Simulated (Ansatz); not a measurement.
A series of calculations on Ge2H6Cl

## 1. Relaxation

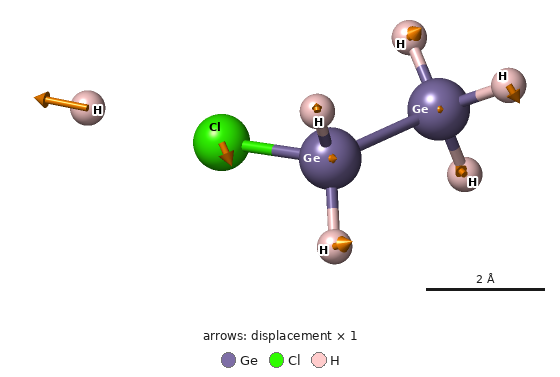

A relaxation of Ge2H6Cl (multiplicity 2). The starting structure is drawn; orange arrows show the displacements, at their true length. The two geometries are superimposed by the best rigid fit.

Style: ball-and-stick. Shown from a free direction.

The run prepares an end point of a later path (reaction) calculation, from a guessed geometry.

Computed with UHF/def2-SVP (Ansatz). (collinear spin; force threshold 0.03 eV/Å; at most 50 steps)

**What happened in the run?**

Over 8 accepted moves (9 points after the start) the energy falls by 0.113 eV. Largest force component: 0.6 eV/Å at the start, 0.023 eV/Å at the end. The line search rejected the trial step at point 7 of the run. An H atom moves most after the best rigid fit: 1.02 Å. By element the largest moves are H 1.02 Å, Cl 0.45 Å, Ge 0.14 Å. Some distances before and after: Cl–Ge 2.212 → 2.187 Å. Groups turn about Ge–Ge by about 25°. Cost: 18 s on 4 threads of Arm Neoverse V1, with other jobs on the host, peak memory 0.39 GiB.

Limits of the set-up: the start holds two separate molecules, 2.6 Å apart at their closest, whose relative position is a soft coordinate and is computed without a dispersion correction; Hartree-Fock leaves out electron correlation.

## 2. Relaxation

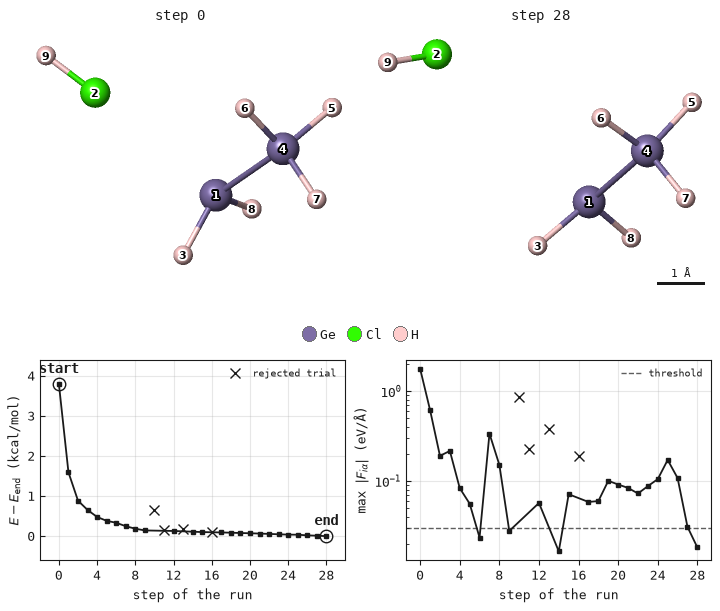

First and last geometry of a relaxation of Ge2H6Cl (multiplicity 2), with the history of the run. The picture is a ball-and-stick view, seen at a tilt.

The run prepares an end point of a later path (reaction) calculation, from a guessed geometry.

These are results of UHF/def2-SVP in Ansatz 0.2.0, not measurements. (collinear spin; force threshold 0.03 eV/Å; at most 50 steps)

Q: Read the history and describe the run.

A: It converged. Over 24 accepted moves (28 points after the start) the energy falls by 3.79 kcal/mol. The largest force component goes from 1.8 to 0.018 eV/Å. The line search rejected the trial steps at points 10, 11, 13, 16 of the run. The forces were under the threshold at step 6, but the run went on from there. The atom that moves furthest after the best rigid fit is Cl2 (1.00 Å). By element the largest moves are Cl 1.00 Å, H 0.78 Å, Ge 0.33 Å. Among the contacts that change: Ge1–Cl2 3.431 → 4.618 Å, Cl2–H9 1.321 → 1.272 Å. Groups turn about Ge1–Ge4 by about 30°.

```csv
step,"E − E(0), kcal/mol","largest force component, eV/Å",note
0,0.00,1.7787,
1,-2.20,0.6198,
2,-2.91,0.1915,
3,-3.14,0.2173,
4,-3.32,0.0836,
5,-3.41,0.0563,
6,-3.46,0.0236,
7,-3.55,0.3386,
8,-3.61,0.1521,
9,-3.65,0.0280,
10,-3.13,0.8730,rejected
11,-3.65,0.2298,rejected
12,-3.66,0.0572,
13,-3.60,0.3834,rejected
14,-3.68,0.0166,
15,-3.69,0.0716,
16,-3.69,0.1907,rejected
17,-3.70,0.0588,
18,-3.71,0.0601,
19,-3.72,0.1010,
20,-3.72,0.0919,
21,-3.73,0.0842,
22,-3.74,0.0730,
23,-3.75,0.0882,
24,-3.76,0.1055,
25,-3.76,0.1724,
26,-3.77,0.1085,
27,-3.78,0.0310,
28,-3.79,0.0183,
```

Limits of the set-up: the start holds two separate molecules, 3.4 Å apart at their closest, whose relative position is a soft coordinate and is computed without a dispersion correction; Hartree-Fock leaves out electron correlation.

## 3. Path

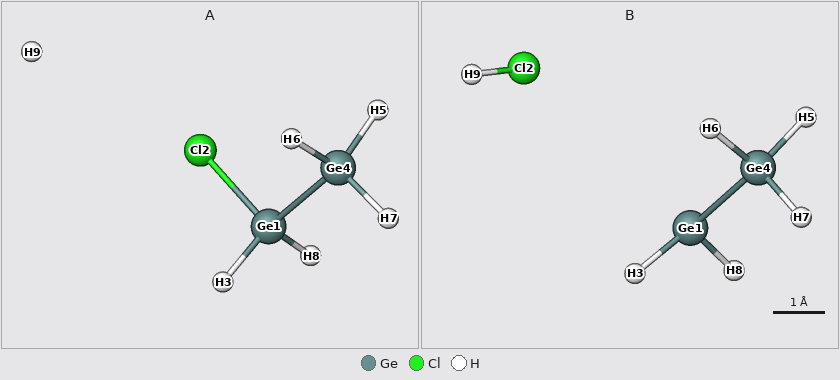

The two relaxed end points of a path for Ge2H6Cl (multiplicity 2), made up at the start of Ge$_{2}$H$_{5}$Cl and H. The picture is a ball-and-stick view, seen at a tilt.

Theory: UHF/def2-SVP (Ansatz 0.2.0).

Settings: 7 movable images; climbing image; force threshold 0.05 eV/Å; iteration limit 60.

Start:
```xyz
9

Ge    0.0449    0.0128   -0.2272
Cl   -0.4539   -0.3135    1.8765
H     1.5667    0.1588   -0.2888
Ge   -1.1581    2.0265   -0.9419
H    -2.6616    1.8133   -0.7438
H    -0.6858    3.2167   -0.1013
H    -0.8698    2.3003   -2.4247
H    -0.3891   -1.2459   -0.9815
H     0.0851   -0.1327    5.6961
```

End:
```xyz
9

Ge   -0.0304   -0.1194   -0.5465
Cl   -0.6719   -0.4342    4.0162
H     1.4748    0.0406   -0.2772
Ge   -1.1469    2.0135   -1.0224
H    -2.6620    1.7863   -1.1057
H    -0.8497    3.0059    0.1098
H    -0.6658    2.6204   -2.3501
H    -0.2398   -1.1697   -1.6502
H     0.2702    0.0928    4.6896
```

What barrier does the band find between them, and by what path?

Answer. Forward barrier 1.19 eV, backward barrier 1.45 eV, with image 4 at the top; the reaction energy is −0.26 eV. Breaking: Ge1–Cl2 (2.19 → 2.47 at the top → 4.62 Å). Forming: Cl2–H9 (3.86 → 1.59 at the top → 1.27 Å). The band is converged.

Energies of the converged images:

| image | path (Å) | E (eV) |
| --- | --- | --- |
| 0 | 0.00 | 0.000 |
| 1 | 0.57 | 0.002 |
| 2 | 1.15 | 0.024 |
| 3 | 1.72 | 0.175 |
| 4 | 2.29 | 1.188 |
| 5 | 3.14 | -0.095 |
| 6 | 3.98 | -0.236 |
| 7 | 4.82 | -0.255 |
| 8 | 5.67 | -0.258 |

The geometry at the top of the path:

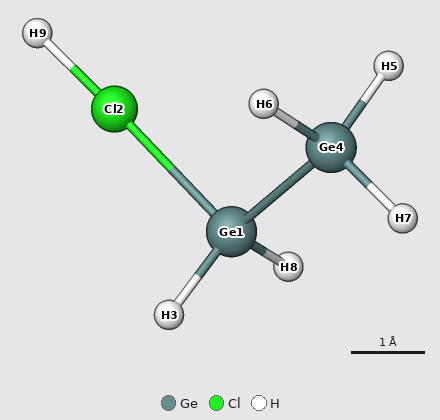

Limits of the set-up: the start holds two separate molecules, 3.9 Å apart at their closest, whose relative position is a soft coordinate and is computed without a dispersion correction; Hartree-Fock leaves out electron correlation.
